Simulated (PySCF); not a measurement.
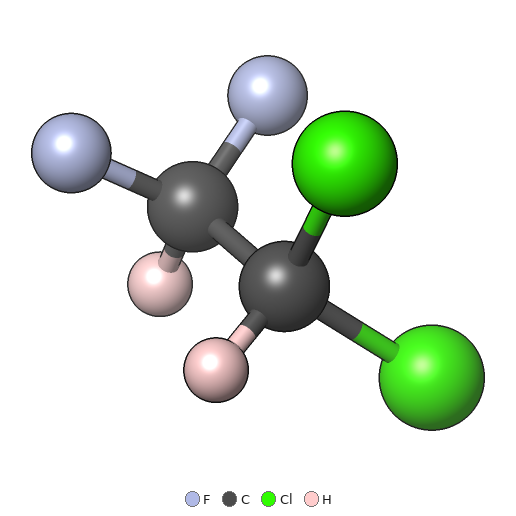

Ball-and-stick drawing of a structure. Every bond is drawn as one stick, whatever its order.

The computed structure is the end point of a PBE0-D3(BJ)/def2-SVP optimisation. No frequency run is at hand to confirm it as a minimum.

What does the picture show?

Formula C2H2Cl2F2. Its SMILES string is `FC(F)C(Cl)Cl`. It has no ring. Among its groups: C–F bond, C–Cl bond. This geometry has C1 symmetry. Coordination: 2 C tetrahedral.

The parts below concern this one geometry. Atoms keep their numbers from picture to picture.

### Shape

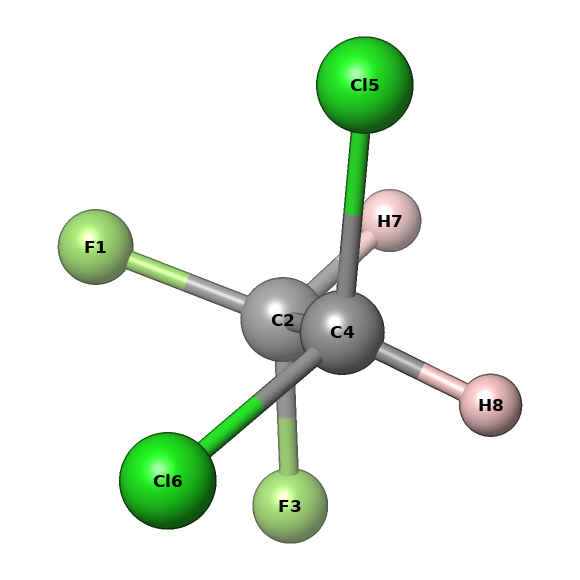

C2 lies behind C4. The molecule seen a little off the C4–C2 bond, C4 in front. Depth is shown by fading: the farther an atom, the more it takes the colour of the background. No frequency run is at hand to confirm it as a minimum.

What is the torsion angle Cl5–C4–C2–F1? The sign is positive where the front bond must turn clockwise to cover the back bond.

Answer. −68°, synclinal (gauche). The bonds about C4–C2 are staggered.

### Levels of theory compared

No frequency run is at hand to confirm it as a minimum. Program: PySCF 2.14.0.

At this fixed geometry, give HOMO energy (eV) at these levels: CAM-B3LYP/def2-SVPD; LC-wPBE/def2-SVPD; PBE0/6-31G*; PBE0/def2-SVP; PBE0/def2-TZVP; ωB97X-D/def2-SVPD.

| level | HOMO energy (eV) |
| --- | --- |
| CAM-B3LYP/def2-SVPD | −10.62 |
| LC-wPBE/def2-SVPD | −12.04 |
| PBE0/6-31G* | −8.96 |
| PBE0/def2-SVP | −8.87 |
| PBE0/def2-TZVP | −9.04 |
| ωB97X-D/def2-SVPD | −11.11 |

### Dipole moment

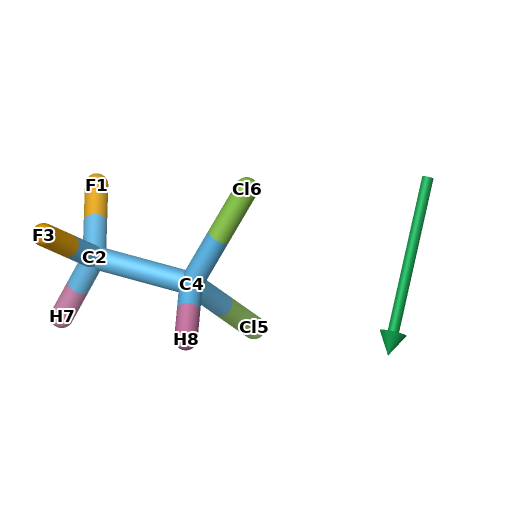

The arrow beside the molecule shows the direction of the dipole moment, from the negative to the positive end (its length means nothing). No frequency run is at hand to confirm it as a minimum. Properties computed with PBE0/def2-SVP, gas phase (PySCF 2.14.0).

Estimate the dipole moment.

Answer. 2.06 D; it points from the side of Cl6 to the side of H7, H8 (the outermost atoms at the two ends).

### Polarisability

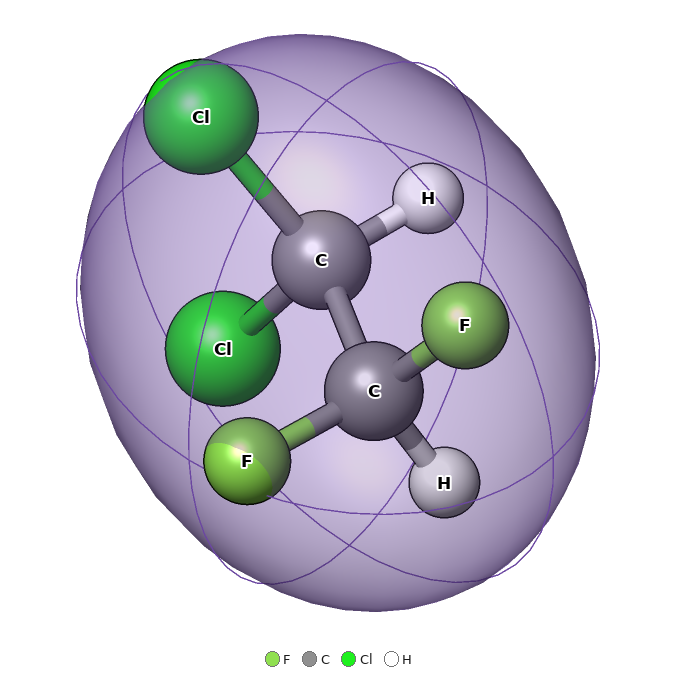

The ellipsoid shows the static dipole polarisability: its half-axes are proportional to the principal values. No frequency run is at hand to confirm it as a minimum. Method: PBE0/def2-TZVP (PySCF 2.14.0).

How large and how anisotropic is the polarisability?

Answer. Principal values 39.7, 48.5, 58.8 bohr³; mean 49.0 bohr³ (7.26 Å³); anisotropy 16.6 bohr³, so the longest axis is 1.48 times the shortest.
